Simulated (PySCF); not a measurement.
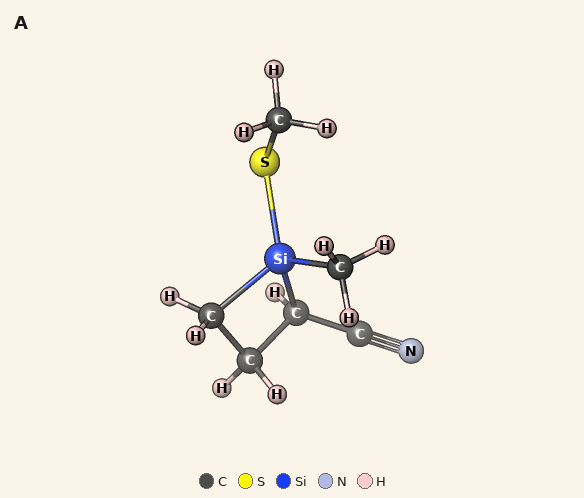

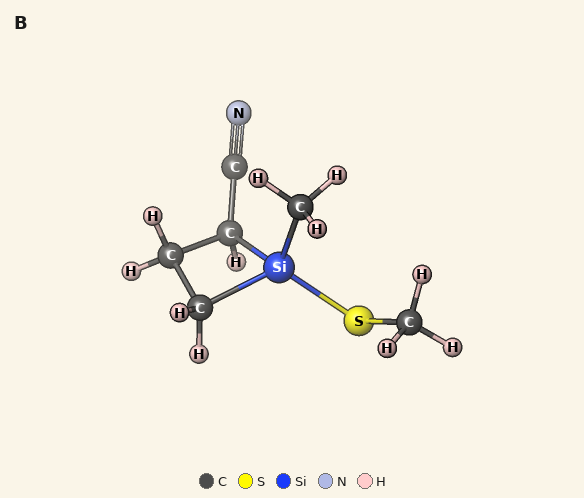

Distant atoms are faded towards the background colour. Computed geometry: PBE0-D3(BJ)/def2-SVP optimisation. No frequency run is at hand to confirm it as a minimum.

### Are A and B the same structure? If not, how do they differ?

No. They are enantiomers, mirror images that no rotation superimposes: A is CS[Si@@]1(C)CC[C@@H]1C#N (R, S), B is CS[Si@]1(C)CC[C@H]1C#N (R, S). Their energies are equal.
